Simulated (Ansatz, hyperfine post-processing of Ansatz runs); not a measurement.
# Fermi-contact shifts in YCuF5, part 2 of 2

How far does Cu shift the 19F and 89Y resonances of YCuF5 at 330 K?

DFT, r2SCAN, plane-wave PAW, default files, collinear spin, scalar-relativistic.

So far: The starting structure; Saturated spin state.

## Step 3: One ion reversed at a time

Above the ordering point the moments are not free: their couplings set the Weiss constant, which scales every shift. Reversing one ion measures these couplings, and shows at once how much of each shift that ion sends.

input.yaml reads:

```yaml
crystal:
  lattice:
    - [-8.464588, 0.0, 0.0]
    - [-2.116147, -3.475502, 4.033275]
    - [-2.116147, 3.475502, 4.033275]
  atoms:
    - { symbol: "Y", position: [0.25, 0.5, 0.5] }
    - { symbol: "Y", position: [0.75, 0.5, 0.5] }
    - { symbol: Cu, position: [0.0, 0.0, 0.0], spin: -0.7 }
    - { symbol: Cu, position: [0.5, 0.0, 0.0], spin: 0.7 }
    - { symbol: F, position: [0.0, 0.5, 0.5] }
    - { symbol: F, position: [0.5, 0.5, 0.5] }
    - { symbol: F, position: [0.1120600147, 0.7758799226, 0.7758799226] }
    - { symbol: F, position: [0.6120600147, 0.7758799226, 0.7758799226] }
    - { symbol: F, position: [0.3879399853, 0.2241200774, 0.2241200774] }
    - { symbol: F, position: [0.8879399853, 0.2241200774, 0.2241200774] }
    - { symbol: F, position: [0.25, 0.8124239128, 0.1875760872] }
    - { symbol: F, position: [0.75, 0.8124239128, 0.1875760872] }
    - { symbol: F, position: [0.25, 0.1875760872, 0.8124239128] }
    - { symbol: F, position: [0.75, 0.1875760872, 0.8124239128] }
magnetization:
  spin_polarized: true
kpoints:
  mp_grid: { grid: [3, 5, 5] }
scf:
  lower_state_search: "off"
  occupations: { method: fermi_dirac, width: 0.02 }
hamiltonian:
  xc: r2scan
output:
  efg: { contact_densities: true, quadrupole_moments_barn: { Cu: -0.22 } }
  forces: false
```

On the command line:

```console
$ ansatz run input.yaml --threads 4 --pin off --max-ram 8192MiB --backend cpu --events-out ev --progress --plain --runs-dir out
```

The program printed:

```text
[a pick of lines, long numbers rounded; other set-up, energy and force rows are left out]
[...]
atom   1  Y  V_zz =    +8.411921   η = 0.1965   by run symmetry: allowed
[...]
atom   2  Y  V_zz =    +8.411921   η = 0.1965   by run symmetry: allowed
[...]
atom   3  Cu V_zz =   +15.335575   η = 0.6209   by run symmetry: allowed   C_q = -81.5788 MHz
[...]
atom   4  Cu V_zz =   +15.335575   η = 0.6209   by run symmetry: allowed   C_q = -81.5788 MHz
[...]
atom   5  F  V_zz =    +1.988402   η = 0.3391   by run symmetry: allowed
[...]
atom   6  F  V_zz =    +1.988402   η = 0.3391   by run symmetry: allowed
[...]
atom   7  F  V_zz =   +13.070182   η = 0.0738   by run symmetry: allowed
[...]
atom   8  F  V_zz =   +13.070182   η = 0.0738   by run symmetry: allowed
[...]
atom   9  F  V_zz =   +13.070182   η = 0.0738   by run symmetry: allowed
[...]
atom  10  F  V_zz =   +13.070182   η = 0.0738   by run symmetry: allowed
[...]
atom  11  F  V_zz =    +5.191638   η = 0.7714   by run symmetry: allowed
[...]
atom  12  F  V_zz =    +5.191638   η = 0.7714   by run symmetry: allowed
[...]
atom  13  F  V_zz =    +5.191638   η = 0.7714   by run symmetry: allowed
[...]
atom  14  F  V_zz =    +5.191638   η = 0.7714   by run symmetry: allowed
[...]
```

Run time: 30 s. Hardware: 4 threads of Arm Neoverse V2, shared host; peak memory 1.8 GiB; 1.9 min of CPU time.

The parallel state has -29094.1409 eV at zero smearing. Each flip reverses one ion with all its periodic images. It gives an energy and, by half the change of the contact field, the share of that set of ions in each shift at 330 K (ppm; atoms of one site can get unlike shares):

```csv
atom reversed,energy (eV),change (meV),F(1),F(2),F(3),Y
Cu3,-29094.1500,-9.1,-70 / 20,128 / 4110,1540,2260
```

In mean-field theory Θ = ΔE (S + 1) / (6 S k_B): Θ = -53 K. Couplings between an ion and its own images are missing, but in this cell they lie beyond the nearest magnetic neighbours. Θ = 0 is used for the shifts.

## Step 4: The ladder of functionals

Spin transfer to the ligands hangs on how far the functional delocalises the open shell, so other levels show how much the fields depend on it.

Contact fields (T) with all moments parallel; times on 4 threads of Arm Neoverse V2, shared host. HSE06 ran on a 2×3×3 mesh, against 3×5×5 for the first row. r2SCANh ran on a 2×3×3 mesh, against 3×5×5 for the first row. Each level takes the cutoff that its files ask for.

```csv
level,moment (μB),time,F(1),F(2),F(3),Y
r2SCAN,2.00,50 s,-0.0247,2.08,1.51,2.22
PBE,2.00,18 s,-0.0129,1.76,1.42,2.62
PBE +U Cu 4 eV,2.00,29 s,-0.00945,1.70,1.19,2.24
HSE06,2.00,1.8 min,-0.0131,2.11,1.22,1.65
r2SCANh,2.00,2.3 min,-0.0225,2.18,1.41,1.88
```

## Step 5: Scaling to the paramagnet

The shift is δ = B · g μB (S + 1) / (3 k_B (T − Θ)) with g = 2; at 330 K and Θ = 0 K one tesla gives 2035 ppm. The anisotropy is a sum over point dipoles on the Cu ions, scaled alike; on atoms bound to Cu, spin in their own p shell adds an anisotropy that this leaves out.

```csv
site,nucleus,δ_iso (ppm),with the calculated Θ,reduced anisotropy (ppm),asymmetry
F(1),19F,-50,-43,108,0.51
F(2),19F,4240,3660,611,0.02
F(3),19F,3080,2660,256,0.64
Y,89Y,4520,3900,-53,0.73
```

The reduced anisotropy is δ_zz − δ_iso, with zz the principal value farthest from δ_iso. The Weiss constant adds its own doubt: exchange couplings from semilocal functionals can miss even their sign, and a Θ lower by 100 K would lower every shift by 23 %.

19F MAS at 2.35 T (94.2 MHz), 60 kHz, 330 K; contact and dipolar shift alone, no orbital or quadrupolar part; lines under 1.5 % of the strongest are left out. Lines of the NMR spectrum (strongest = 100):

```csv
position (ppm),label,intensity
-50.2,F(1) centre,51
3079.8,F(3) centre,100
3601.8,F(2) -1,6.5
4238.9,F(2) centre,90
4876.0,F(2) +1,4.9
```

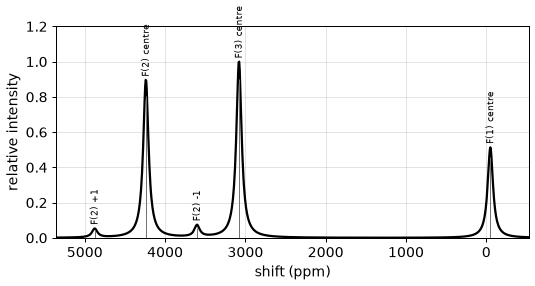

The NMR spectrum, broadened with Lorentzians of width 80 ppm; bars mark the lines.

## Step 6: A run that failed

One trial run was spoilt on purpose (mixing far too strong).

Changes to input.yaml since step 3:

```diff
@@ -8,4 +8,4 @@
     - { symbol: "Y", position: [0.75, 0.5, 0.5] }
-    - { symbol: Cu, position: [0.0, 0.0, 0.0], spin: -0.7 }
-    - { symbol: Cu, position: [0.5, 0.0, 0.0], spin: 0.7 }
+    - { symbol: Cu, position: [0.0, 0.0, 0.0], spin: 1.0 }
+    - { symbol: Cu, position: [0.5, 0.0, 0.0], spin: 1.0 }
     - { symbol: F, position: [0.0, 0.5, 0.5] }
@@ -27,2 +27,4 @@
   occupations: { method: fermi_dirac, width: 0.02 }
+  mixing: { algorithm: anderson, beta: 1.5, ndim: 1, preconditioner: none }
+  max_iter: 100
 hamiltonian:
@@ -31,2 +33,2 @@
   efg: { contact_densities: true, quadrupole_moments_barn: { Cu: -0.22 } }
-  forces: false
+  forces: true
```

The program printed:

```text
Error: invalid value for `scf.mixing.beta`: must be finite and in (0, 1]; got 1.5
```

Wall time 0.02 s (4 threads); peak memory 0.031 GiB.

The program refused it. It gives no fields.

## Step 7: Summary of results

| Property | Result |
| --- | --- |
| spin of Cu | 0.50 |
| Weiss constant, mean field (rough, not used) | -53 K |
| 19F contact shift at 330 K, Θ = 0 K | -50, 4240, 3080 ppm |
| 89Y contact shift at 330 K, Θ = 0 K | 4520 ppm |

At 330 K the Cu moments shift 19F on F(1) by -50 ppm, 19F on F(2) by 4240 ppm, 19F on F(3) by 3080 ppm and 89Y on Y by 4520 ppm, scaled with a pure Curie law. No measured Weiss constant is at hand, and the one from single flips is too rough to scale with, so the shifts are given for a pure Curie law; each 30 K of Θ would move them by about 9 %. The calculated Θ of -53 K would multiply them by 0.86. Over the levels shown that keep the moment, the field at F(1) runs from -0.0247 T (r2SCAN) to -0.00945 T (PBE +U Cu 4 eV). 1 further run of this session (trial settings, or flips that did not finish) is not shown. All this holds only well above the ordering temperature and the strongest exchange, neither of which is computed. The orbital (chemical) shift and the pseudocontact shift from g anisotropy are not included. g = 2 is used; Cu²⁺ has g near 2.2, which would raise the shifts by about a tenth. For anions bound to the magnetic ion the point-dipole anisotropy lacks the spin in their own p orbitals, and their lines are broad and relax fast. On F(2) and F(3) total and valence fields differ by over a quarter of the total (by up to 0.49 times the total); that core part hangs on the functional and on the program's treatment of the cores, and where it exceeds the total neither size nor sign of the shift is settled. The dipole sum is for a spherical crystallite; bulk susceptibility, which broadens real lines, is left out.

[Logs are printed without paths, hosts, clocks, repeated set-up lines and the standing remarks that a program may print on its own settings, such as how far it seeks lower states.]

[Hosts, paths, dates, database ids (printed as entryN), source tags and the programs' standing remarks are cut or masked in the printed files.]
